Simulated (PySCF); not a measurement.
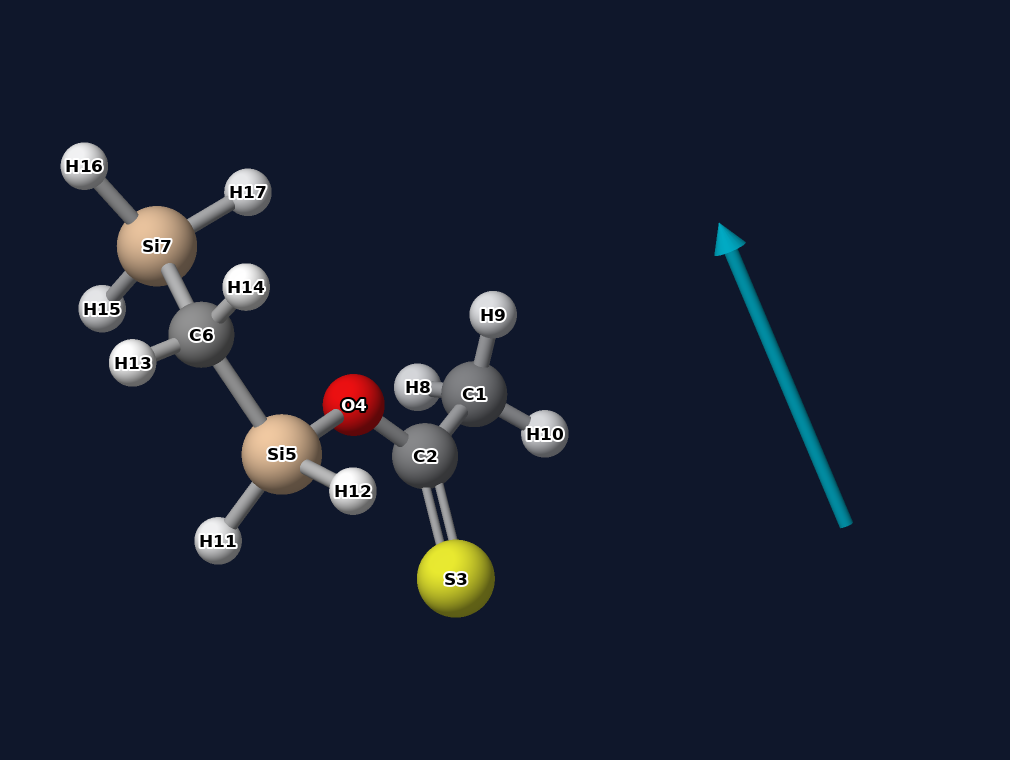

The arrow beside the molecule shows the direction of the dipole moment, from the negative to the positive end (its length means nothing). The geometry was computed by an optimisation with GFN2-xTB. No frequency run is at hand to confirm it as a minimum. Method: B3LYP/def2-SVPD, gas phase (PySCF 2.14.0).

**How large is the dipole moment?**

2.24 D; it points from the side of S3 to the side of H16 (the outermost atoms at the two ends).

The geometry is semi-empirical. Around Si such bond lengths and angles can be off by a tenth of an ångström or more and by several degrees, and values that hang on the shape move with them.
